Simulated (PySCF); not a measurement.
The calculation's input:

```
{"job": {"kind": "sp", "xc": "wB97X", "basis": "def2-TZVP", "d3": "d3bj", "grid": 2}, "charge": 0, "multiplicity": 1}
N      0.010296    -0.007055     0.292197
H     -0.572889    -0.731944    -0.125557
H     -0.345204     0.872398    -0.082311
H      0.930710    -0.126319    -0.130522
```

Launched as:

```sh
OMP_NUM_THREADS=1 python redox_run.py task.json out
```

Geometry: PBE0-D3(BJ)/def2-SVP.

Theory: DFT single point, gas phase, functional wB97X (PySCF).

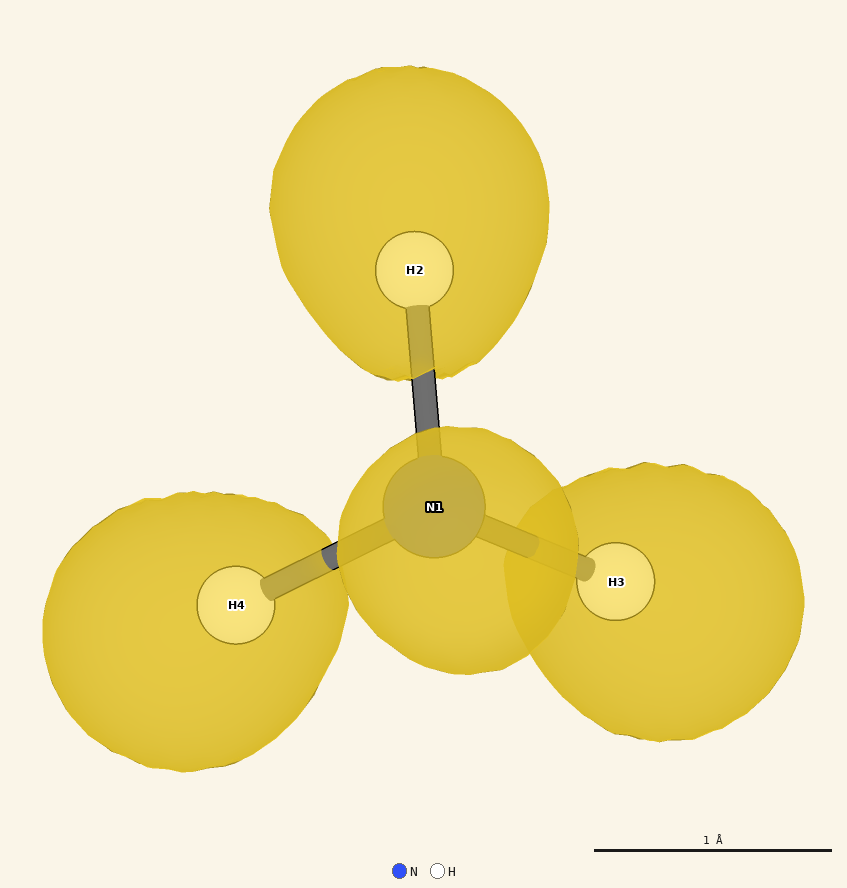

NH$_{3}$ (ammonia). Isosurface of the ELF at 0.9 (yellow), seen at a tilt. Core shells and regions of very low density are left out.

Identify the bonds, lone pairs and shells in this picture.

At this value the surface marks out three regions around hydrogen nuclei and one lobe on N, pointing away from the bonds (lone pairs). Profiles from the grid: N–H (1.02 Å): the ELF climbs to about 1 towards the hydrogen, as it does in any bond to H; an ordinary covalent bond to hydrogen.
